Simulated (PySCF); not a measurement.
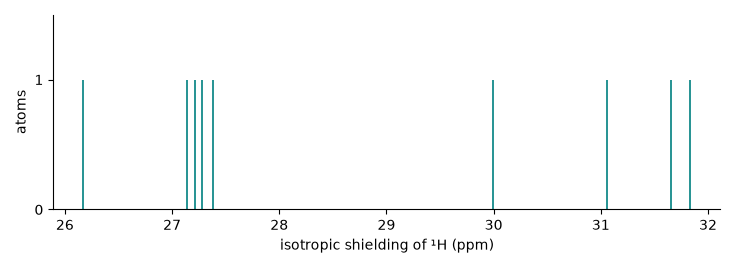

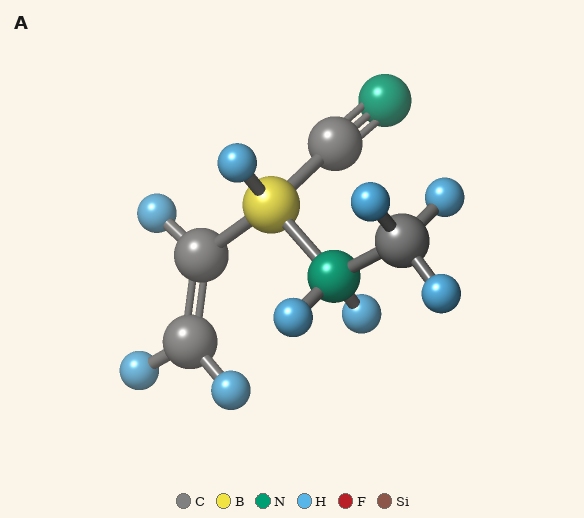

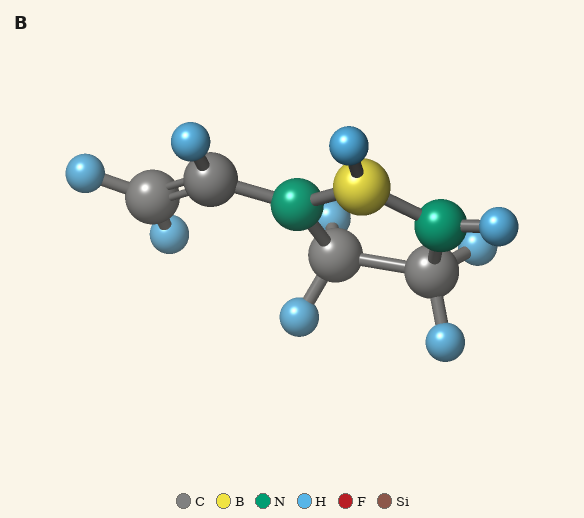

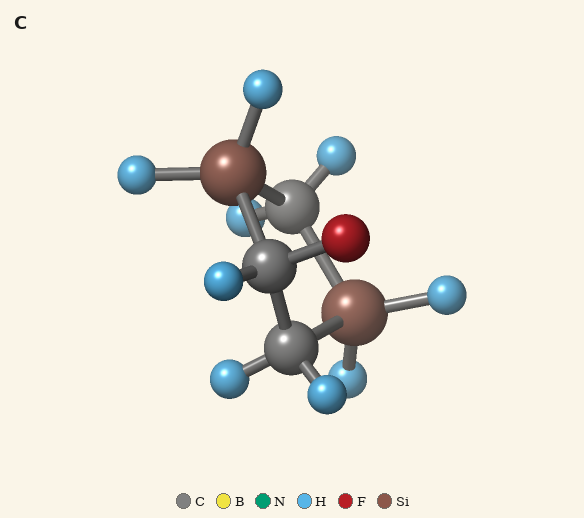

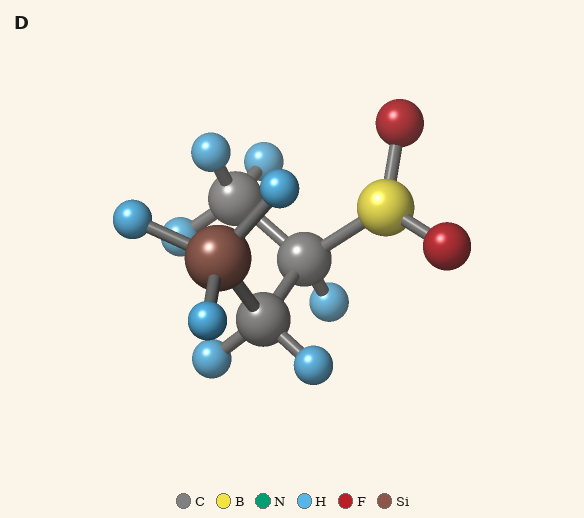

The sticks are computed shieldings of one of the molecules, for one fixed geometry (GFN2-xTB) without averaging over rotations. Low shielding means a high chemical shift. Method: GIAO PBE0/pcSseg-1 NMR shielding, non-relativistic, gas phase (PySCF 2.14.0).

Question: Which molecule gives this pattern?

Answer: C, `F[C@@H]1C[SiH2]C[SiH2]1`. Its 9 H atoms give lines at 26.17, 27.14, 27.21, 27.28, 27.38, 29.99, 31.06, 31.65, 31.83 ppm.

The geometry is semi-empirical. Around B, Si such bond lengths and angles can be off by a tenth of an ångström or more and by several degrees, and values that hang on the shape move with them.
